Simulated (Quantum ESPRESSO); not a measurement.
# λ and ρ(T) of Ta (Im-3m) from pw.x, ph.x and EPW, part 3 of 4

How strongly do phonons scatter the electrons of Ta (Im-3m), and how dense must the meshes be?

Quantum ESPRESSO 7.5; DFT PBE, scalar-relativistic, plane waves, PseudoDojo 0.4.1 norm-conserving pseudopotentials.

So far. Step 3 (Ground state): The Fermi level lies at 18.19 eV and the pressure is 0.0060 GPa. Step 4 (Phonons on the coarse mesh): The lowest mode off the zone centre lies at 56.2 cm⁻¹ and the highest of all solved modes at 160 cm⁻¹, so the solved wavevectors are stable. The acoustic modes at the centre lie within 3.3 cm⁻¹ of zero before the sum rule is imposed.

## (7) Wannier functions and couplings

Projections Ta s, p, d start 9 Wannier functions; states up to 2.5 eV over the Fermi level are frozen, and the projected functions are kept without the localisation step. Hamiltonian, force constants and couplings go to real space.

Contents of epw1.in:

```
--
 &inputepw
    prefix='x',
    outdir='./tmp',
    dvscf_dir='./save',
    elph=.true.,
    etf_mem=1,
    nbndsub=9,
    bands_skipped='exclude_bands = 1-4',
    use_ws=.true.,
    vme='wannier',
    asr_typ='crystal',
    nk1=8,
    nk2=8,
    nk3=8,
    nq1=4,
    nq2=4,
    nq3=4,
    amass(1)=180.9479,
    epwwrite=.true.,
    epwread=.false.,
    wannierize=.true.,
    num_iter=0,
    dis_win_max=58.19,
    dis_froz_max=20.686,
    proj(1)='Ta:s;p;d',
    wdata(1)='dis_num_iter = 600',
    wdata(2)='guiding_centres = .true.',
    wdata(3)='num_print_cycles = 50',
    wdata(4)='dis_mix_ratio = 0.7',
    band_plot=.true.,
    filkf='path.dat',
    filqf='path.dat',
    fsthick=100.0,
    efermi_read=.true.,
    fermi_energy=18.1863,
 /
```

On the command line:

```
$ OMP_NUM_THREADS=1 mpirun -n 8 epw.x -nk 8 -in epw1.in > epw1.out
```

The program printed:

```text
[the first part of the log is left out]
     Number of WS vectors for phonons       89
     Number of WS vectors for electron-phonon       89
     Maximum number of cores for efficient parallelization       89
     Inside velocity step 1
     Velocity matrix elements calculated
     Writing Hamiltonian, Dynamical matrix and EP vertex in Wann rep to file
     ===================================================================
     Memory usage:  VmHWM =       256Mb
                   VmPeak =       727Mb
     ===================================================================
     Using q-mesh file: path.dat
     WARNING: q-point weigths do not add up to 1 [loadqmesh_serial]
     Size of q point mesh for interpolation:         70
     Using k-mesh file: path.dat
     WARNING: k-point weigths do not add up to 1 [loadkmesh_para]
     Size of k point mesh for interpolation:         70
     Fermi energy coarse grid =  18.196577 eV
     ===================================================================
     Fermi energy is read from the input file: Ef =  18.186300 eV
     ===================================================================
     Skipping    4 occupied bands:
     The Fermi level will be determined with   5.00000 electrons
              ibndmin =     1  ebndmin =    10.321 eV
              ibndmax =     9  ebndmax =    46.031 eV
     Number of ep-matrix elements per pool :         2187 ~=   17.09 Kb (@ 8 bytes/ DP)
     We only need to compute       70 q-points
     ===================================================================
     Memory usage:  VmHWM =       256Mb
                   VmPeak =       727Mb
     ===================================================================
```

Elapsed: 11 min, on 8 MPI ranks of Arm Neoverse N1, shared host; 85 min of CPU time.

This step gave:

```yaml
r_m_s_error_of_the_interpolated_bands_from_2_ev_under_to_1_ev_over_the_fermi_level: 9.7 meV
largest_error_in_that_range: 50.4 meV
lowest_interpolated_frequency_on_the_path: 0 cm⁻¹
```

Electronic bands along the path, in eV, zero at the Fermi level; # counts the bands kept:

```tsv
point	#1	#2	#3	#4	#5	#6
Γ	-7.87	0.74	0.74	0.74	3.97	3.97
H	-3.72	-3.72	6.74	6.74	6.74	8.47
N	-4.32	-1.50	1.52	3.84	4.86	7.68
Γ	-7.87	0.74	0.74	0.74	3.97	3.97
P	-1.22	-1.22	-1.22	5.03	5.03	6.92
H	-3.72	-3.72	6.74	6.74	6.74	8.47
```

The same for Wannier interpolation:

```tsv
point	#1	#2	#3	#4	#5	#6
Γ	-7.87	0.74	0.74	0.74	4.33	4.33
H	-3.72	-3.72	6.78	6.78	6.78	10.18
N	-4.32	-1.50	1.52	3.95	5.01	7.68
Γ	-7.87	0.74	0.74	0.74	4.33	4.33
P	-1.22	-1.22	-1.22	5.03	5.03	6.93
H	-3.72	-3.72	6.78	6.78	6.78	10.18
```

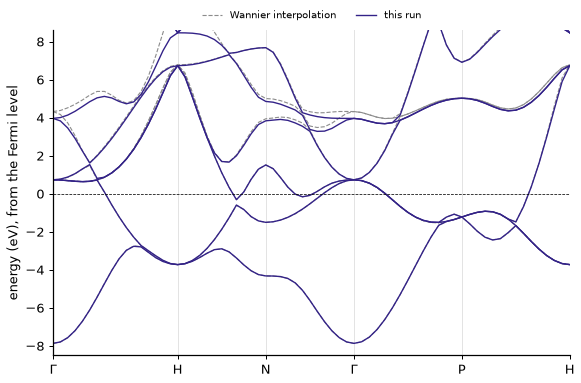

Electronic bands along the path; dashed: Wannier interpolation.

Phonon branches along the path, in cm⁻¹:

```tsv
point	branch 1	branch 2	branch 3
Γ	0	0	0
H	160	160	160
N	85	129	140
Γ	0	0	0
P	115	115	115
H	160	160	160
```

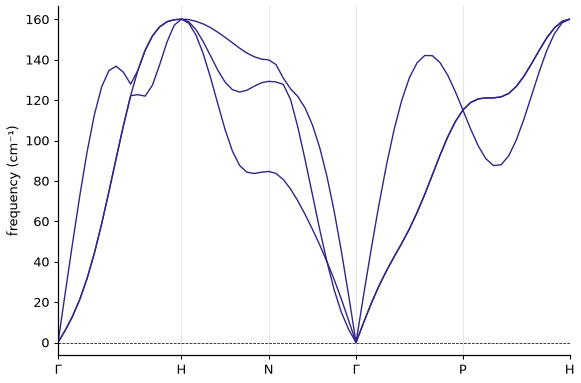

Phonon branches along the path.

Near the Fermi level the interpolated bands miss those of pw.x by 10 meV r.m.s. and 50 meV at most, each level matched to the nearest interpolated one; the r.m.s. value is under the 60 meV set for going on.

## (8) Coupling and Tc: fine k 20×20×20, q 10×10×10, width 0.15 eV, window 0.61 eV

The couplings are interpolated to a fine mesh near the Fermi level; their sum gives α²F and λ, and the linearised gap equation gives Tc.

Contents of a2f-1.in:

```
--
 &inputepw
    prefix='x',
    outdir='./tmp',
    dvscf_dir='./save',
    elph=.true.,
    etf_mem=1,
    nbndsub=9,
    bands_skipped='exclude_bands = 1-4',
    use_ws=.true.,
    vme='wannier',
    asr_typ='crystal',
    nk1=8,
    nk2=8,
    nk3=8,
    nq1=4,
    nq2=4,
    nq3=4,
    amass(1)=180.9479,
    epwwrite=.false.,
    epwread=.true.,
    wannierize=.false.,
    nkf1=20,
    nkf2=20,
    nkf3=20,
    nqf1=10,
    nqf2=10,
    nqf3=10,
    mp_mesh_k=.true.,
    ephwrite=.true.,
    eliashberg=.true.,
    liso=.true.,
    limag=.true.,
    tc_linear=.true.,
    tc_linear_solver='lapack',
    fsthick=0.61,
    degaussw=0.15,
    degaussq=0.5,
    nqstep=500,
    muc=0.13,
    wscut=0.3,
    nsiter=500,
    nstemp=7,
    temps=0.5 1.0 2.0 4.0 8.0 16.0 32.0,
 /
```

On the command line:

```
$ OMP_NUM_THREADS=1 mpirun -n 8 epw.x -nk 8 -in a2f-1.in > a2f-1.out
```

The program printed:

```text
[the first part of the log is left out]
            Electron smearing (eV) =    0.150000000000000D+00
                 Fermi window (eV) =    0.610000000000000D+00
     Finish writing .ephmat files
     ===================================================================
     Memory usage:  VmHWM =        46Mb
                   VmPeak =       523Mb
     ===================================================================
     Finish writing dos file x.dos
     Finish writing phdos files x.phdos and x.phdos_proj
     ===================================================================
     Solve isotropic Eliashberg equations
     ===================================================================
     Finish reading freq file
                  Fermi level (eV) =     1.8165407315E+01
     DOS(states/spin/eV/Unit Cell) =     6.4985411027E-01
            Electron smearing (eV) =     1.5000000000E-01
                 Fermi window (eV) =     6.1000000000E-01
     Nr irreducible k-points within the Fermi shell =       153 out of       256
           2 bands within the Fermi window
     Finish reading egnv file
     Max nr of q-points =       688
     Finish reading ikmap files
     Start reading .ephmat files
     Finish reading .ephmat files
     a2f file is not found to estimate initial gap: calculating a2f files
     Finish reading a2f file
     Electron-phonon coupling strength =    1.1578949
     Estimated Tc using McMillan expression =   9.7871 K for muc =   0.1300
     Estimated Tc using Allen-Dynes modified McMillan expression =  10.4537 K
     Estimated Tc using SISSO machine learning model =  10.2389 K
     Estimated w_log =  11.1710 meV
     Estimated BCS superconducting gap using McMillan Tc =   1.4844 meV
     WARNING WARNING WARNING
     The code may crash since tempsmax =   32.000 K is larger than McMillan Tc =     9.787 K
     Start: Solving (isotropic) linearized Eliashberg equation with solver = lapack
     For the first Temp.    0.50  K
       Total number of frequency points nsiw(     1) =   1108
       Cutoff frequency wscut =     0.3001
     Superconducting transition temp. Tc is the one which has Max. eigenvalue close to 1
      -----------------------------------------------------------------
             Temp.       Max.         nsiw     wscut    Nr. of iters
             (K)       eigenvalue    (itemp)   (eV)      to Converge
      -----------------------------------------------------------------
             0.50      4.1166373     1108      0.3001        1
             1.00      3.4210805      554      0.3002        1
             2.00      2.7316383      277      0.3005        1
             4.00      2.0513230      139      0.3021        1
             8.00      1.3859373       69      0.3010        1
            16.00      0.7600783       35      0.3075        1
            32.00      0.2694574       17      0.3032        1
      -----------------------------------------------------------------
     Finish: Solving (isotropic) linearized Eliashberg equation
```

Wall time 5.5 min (8 MPI ranks); 44 min of CPU time.

This step gave:

```yaml
coupling_constant_lambda: 1.158
log_mean_phonon_energy_omega_log: 11.17 meV
density_of_states_at_the_fermi_level: 0.6499 states/eV a spin and cell
fermi_level_on_the_fine_mesh: 18.17 eV
```

The a2F has structure finer than the step of the table below, so its rows give means over 1 meV, whole bins alone (the curve runs from 0.044 to 21.7 meV). Peaks (meV: height): 10.4: 0.757, 15.8: 1.40.

The a2F by phonon energy; means over each step:

```tsv
phonon energy (meV)	a2F
1	2.1e-4
2	0.00978
3	0.0316
4	0.0470
5	0.0625
6	0.147
7	0.138
8	0.275
9	0.414
10	0.667
11	0.486
12	0.391
13	0.483
14	0.396
15	0.734
16	1.36
17	0.974
18	0.230
19	0.0903
20	0.0209
21	2.0e-4
```

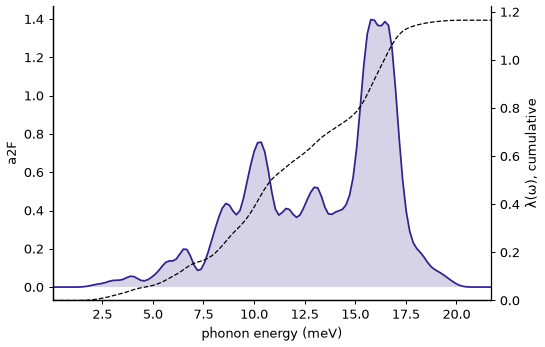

A2F, plotted against phonon energy. The dashed line is the running λ.

λ = 1.16 and ħω_log = 11.2 meV. The eigenvalue passes 1 near 12 K.

## (9) Resistivity: fine k 24×24×24, q 12×12×12, adaptive width, window 0.32 eV

The Boltzmann equation is solved by iteration on a fine mesh; only states within the window around the Fermi level enter.

Contents of bte-1.in:

```
--
 &inputepw
    prefix='x',
    outdir='./tmp',
    dvscf_dir='./save',
    elph=.true.,
    etf_mem=1,
    nbndsub=9,
    bands_skipped='exclude_bands = 1-4',
    use_ws=.true.,
    vme='wannier',
    asr_typ='crystal',
    nk1=8,
    nk2=8,
    nk3=8,
    nq1=4,
    nq2=4,
    nq3=4,
    amass(1)=180.9479,
    epwwrite=.false.,
    epwread=.true.,
    wannierize=.false.,
    nkf1=24,
    nkf2=24,
    nkf3=24,
    nqf1=12,
    nqf2=12,
    nqf3=12,
    mp_mesh_k=.true.,
    scattering=.true.,
    iterative_bte=.true.,
    epmatkqread=.false.,
    assume_metal=.true.,
    int_mob=.false.,
    carrier=.false.,
    ngaussw=-99,
    mob_maxiter=200,
    broyden_beta=0.7,
    fsthick=0.32,
    degaussw=0.0,
    nstemp=6,
    temps=150 200 273 300 400 500,
    restart=.false.,
    selecqread=.false.,
 /
```

On the command line:

```
$ OMP_NUM_THREADS=1 mpirun -n 8 epw.x -nk 8 -in bte-1.in > bte-1.out
```

The program printed:

```text
[the first part of the log is left out]
     =============================================================================================
     Start solving iterative Boltzmann Transport Equation
     =============================================================================================
     Iteration number:         1
     =============================================================================================
       Temp     Fermi        DOS        Population SR                 Conductivity
        [K]      [eV]    [states/Ry] [carriers per cell]               [Ohm.cm]^-1
     =============================================================================================
      150.000  18.1693   0.73167E+01   0.49723E-14    0.126737E+06   -0.609105E-13    0.760909E-12
                                      -0.93182E-15    0.440629E-12    0.126737E+06   -0.349176E-12
                                      -0.35527E-14    0.386212E-12   -0.409277E-12    0.126737E+06
      200.000  18.1706   0.79628E+01  -0.23478E-14    0.984396E+05    0.154544E-12   -0.179236E-12
                                      -0.71528E-14    0.363519E-12    0.984396E+05    0.763467E-13
                                       0.15543E-14    0.554768E-12    0.358706E-12    0.984396E+05
      273.000  18.1727   0.68691E+01  -0.14308E-15    0.736641E+05    0.336304E-12   -0.163455E-12
                                       0.12928E-14    0.438685E-12    0.736641E+05    0.257006E-12
                                       0.44409E-15   -0.140776E-12   -0.202091E-12    0.736641E+05
      300.000  18.1734   0.95276E+01  -0.15070E-15    0.673504E+05    0.493116E-12    0.122781E-12
                                       0.18659E-15    0.127005E-12    0.673504E+05    0.169228E-13
                                       0.77716E-15    0.418748E-12   -0.125310E-12    0.673504E+05
      400.000  18.1760   0.15334E+02   0.71478E-15    0.510259E+05   -0.401750E-13   -0.886559E-13
                                       0.41987E-15   -0.907178E-14    0.510259E+05   -0.683034E-13
                                       0.44409E-15    0.304347E-12    0.166915E-12    0.510259E+05
      500.000  18.1785   0.25829E+01   0.58906E-15    0.409291E+05    0.304553E-12   -0.515901E-13
                                       0.98234E-15    0.106269E-12    0.409291E+05    0.341435E-13
                                      -0.66613E-15    0.436636E-13    0.142357E-12    0.409291E+05
                                                      0.126737E+06    Max error
     [...]
     Iteration number:        23
     =============================================================================================
       Temp     Fermi        DOS        Population SR                 Conductivity
        [K]      [eV]    [states/Ry] [carriers per cell]               [Ohm.cm]^-1
     =============================================================================================
      150.000  18.1693   0.73167E+01  -0.10203E-14    0.127745E+06   -0.885147E-12    0.110432E-11
                                       0.43959E-14    0.320104E-12    0.127745E+06   -0.232548E-12
                                      -0.22204E-15    0.698198E-12   -0.681217E-13    0.127745E+06
      200.000  18.1706   0.79628E+01  -0.57003E-15    0.992709E+05    0.511908E-13    0.439533E-12
                                       0.84013E-15    0.263082E-12    0.992709E+05   -0.332154E-12
                                       0.35527E-14   -0.279567E-12   -0.174532E-12    0.992709E+05
      273.000  18.1727   0.68691E+01  -0.16967E-14    0.743182E+05    0.401102E-12    0.114112E-12
                                       0.12924E-14   -0.301961E-12    0.743182E+05    0.365010E-12
                                       0.88818E-15    0.273840E-12    0.162515E-12    0.743182E+05
      300.000  18.1734   0.95276E+01  -0.15028E-15    0.679560E+05    0.537179E-12   -0.116981E-12
                                      -0.21453E-14    0.596146E-12    0.679560E+05    0.300574E-12
                                       0.77716E-15    0.361069E-12    0.175513E-12    0.679560E+05
      400.000  18.1760   0.15334E+02   0.48861E-16    0.514991E+05    0.292889E-12    0.111421E-12
                                       0.30864E-15    0.134781E-12    0.514991E+05    0.162952E-12
                                      -0.88818E-15    0.382602E-12   -0.115034E-12    0.514991E+05
      500.000  18.1785   0.25829E+01   0.20048E-15    0.413137E+05    0.173660E-12    0.124838E-13
                                      -0.23891E-15    0.168476E-12    0.413137E+05   -0.468928E-13
                                       0.55511E-16    0.199103E-12   -0.801377E-14    0.413137E+05
                                                      0.378102E-06    Max error
```

Run time: 7 min. Hardware: 8 MPI ranks.

This step gave:

```yaml
iterations: 23
resistivity_at_300_k: 14.72 μΩ cm
```

Resistivity, by row:

```tsv
T (K)	rho_xx (μΩ cm)	rho_yy	rho_zz	relaxation-time approximation, mean of the axes (μΩ cm)
150	7.828	7.828	7.828	8.369
200	10.07	10.07	10.07	10.76
273	13.46	13.46	13.46	14.33
300	14.72	14.72	14.72	15.65
400	19.42	19.42	19.42	20.57
500	24.2	24.2	24.2	25.56
```

ρ(300 K) = 14.7 μΩ cm; the relaxation-time start gave 15.7. One mesh does not show convergence. The largest adaptive width printed is 0.56 eV, against a window of 0.32 eV outside which no state is counted.

## (10) Coupling and Tc, input with a fault, fine q mesh 14×14×14, fine mesh 14×14×14

A variant of the settings follows.

Contents of bad.in:

```
--
 &inputepw
    prefix='x',
    outdir='./tmp',
    dvscf_dir='./save',
    elph=.true.,
    etf_mem=1,
    nbndsub=9,
    bands_skipped='exclude_bands = 1-4',
    use_ws=.true.,
    vme='wannier',
    asr_typ='crystal',
    nk1=8,
    nk2=8,
    nk3=8,
    nq1=4,
    nq2=4,
    nq3=4,
    amass(1)=180.9479,
    epwwrite=.false.,
    epwread=.true.,
    wannierize=.false.,
    nkf1=14,
    nkf2=14,
    nkf3=14,
    nqf1=14,
    nqf2=14,
    nqf3=14,
    mp_mesh_k=.true.,
    ephwrite=.true.,
    eliashberg=.true.,
    liso=.true.,
    limag=.true.,
    tc_linear=.true.,
    tc_linear_solver='lapack',
    fsthick=0.4,
    degaussw=0.6,
    degaussq=0.5,
    nqstep=500,
    muc=0.13,
    wscut=0.3,
    nsiter=500,
    nstemp=7,
    temps=0.5 1.0 2.0 4.0 8.0 16.0 32.0,
 /
```

On the command line:

```
$ OMP_NUM_THREADS=1 mpirun -n 8 epw.x -nk 8 -in bad.in > bad.out
```

The program printed:

```text
[banner, memory and clock lines left out]
``:oss/
                           `.+s+.     .+ys--yh+     `./ss+.
                          -sh//yy+`   +yy   +yy    -+h+-oyy
                          -yh- .oyy/.-sh.   .syo-.:sy-  /yh
                 `.-.`    `yh+   -oyyyo.     `/syys:    oys      `.`
               `/+ssys+-` `sh+      `                   oys`   .:osyo`
               -yh- ./syyooyo`                          .sys+/oyo--yh/
               `yy+    .-:-.                             `-/+/:`  -sh-
                /yh.                                              oys
          ``..---hho---------`   .---------..`      `.-----.`    -hd+---.
       `./osmNMMMMMMMMMMMMMMMs. +NNMMMMMMMMNNmh+.   yNMMMMMNm-  oNMMMMMNmo++:`
       +sy--/sdMMMhyyyyyyyNMMh- .oyNMMmyyyyyhNMMm+` -yMMMdyyo:` .oyyNMMNhs+syy`
       -yy/   /MMM+.`-+/``mMMy-   `mMMh:`````.dMMN:` `MMMy-`-dhhy```mMMy:``+hs
        -yy+` /MMMo:-mMM+`-oo/.    mMMh:     `dMMN/`  dMMm:`dMMMMy..MMMo-.+yo`
         .sys`/MMMMNNMMMs-         mMMmyooooymMMNo:   oMMM/sMMMMMM++MMN//oh:
          `sh+/MMMhyyMMMs- `-`     mMMMMMMMMMNmy+-`   -MMMhMMMsmMMmdMMd/yy+
    `-/+++oyy-/MMM+.`/hh/.`mNm:`   mMMd+/////:-.`      NMMMMMd/:NMMMMMy:/yyo/:.`
   +os+//:-..-oMMMo:--:::-/MMMo. .-mMMd+---`           hMMMMN+. oMMMMMo. `-+osyso:`
   syo     `mNMMMMMNNNNNNNNMMMo.oNNMMMMMNNNN:`         +MMMMs:`  dMMMN/`     ``:syo
   /yh`     :syyyyyyyyyyyyyyyy+.`+syyyyyyyyo:`         .oyys:`   .oyys:`        +yh
   -yh-        ````````````````    `````````              ``        ``          oys
   -+h/------------------------::::::::://////++++++++++++++++++++++///////::::/yd:
   shdddddddddddddddddddddddddddddhhhhhhhhyyyyyssssssssssssssssyyyyyyyhhhhhhhddddh`
 Lee, H., Poncé, S., Bushick, K., Hajinazar, S., Lafuente-Bartolome, J.,Leveillee, J.,
    Lian, C., Lihm, J., Macheda, F., Mori, H., Paudyal, H., Sio, W., Tiwari, S.,
 Zacharias, M., Zhang, X., Bonini, N., Kioupakis, E., Margine, E.R., and Giustino F.,
                                                     npj Comput Mater 9, 156 (2023)
     Program EPW v.6.0
 %%%%%%%%%%%%%%%%%%%%%%%%%%%%%%%%%%%%%%%%%%%%%%%%%%%%%%%%%%%%%%%%%%%%%%%%%%%%%%
     Error in routine readin (1):
      degaussw too close to fsthick
 %%%%%%%%%%%%%%%%%%%%%%%%%%%%%%%%%%%%%%%%%%%%%%%%%%%%%%%%%%%%%%%%%%%%%%%%%%%%%%
     stopping ...
MPI_ABORT was invoked on rank 0 in communicator MPI_COMM_WORLD
  Proc: [[35112,1],0]
  Errorcode: 1
You may or may not see output from other processes, depending on
exactly when Open MPI kills them.
prterun has exited due to process rank 0 with PID 0 on node (host) calling
"abort". This may have caused other processes in the application to be
terminated by signals sent by prterun (as reported here).
```

The job ended after 0.62 s (8 MPI ranks).

The program refused the input before any cycle.

The program's message: “Error in routine readin (1): degaussw too close to fsthick”

The fault put into the input: a delta width larger than the window.

[end of part 3 of 4]

[The logs of pw.x and epw.x are selected lines.]

[Logs are printed without paths, hosts, clocks, repeated set-up lines and the standing remarks that a program may print on its own settings, such as how far it seeks lower states.]

[Hosts, paths, dates, database ids (printed as entryN), source tags and the programs' standing remarks are cut or masked in the printed files.]
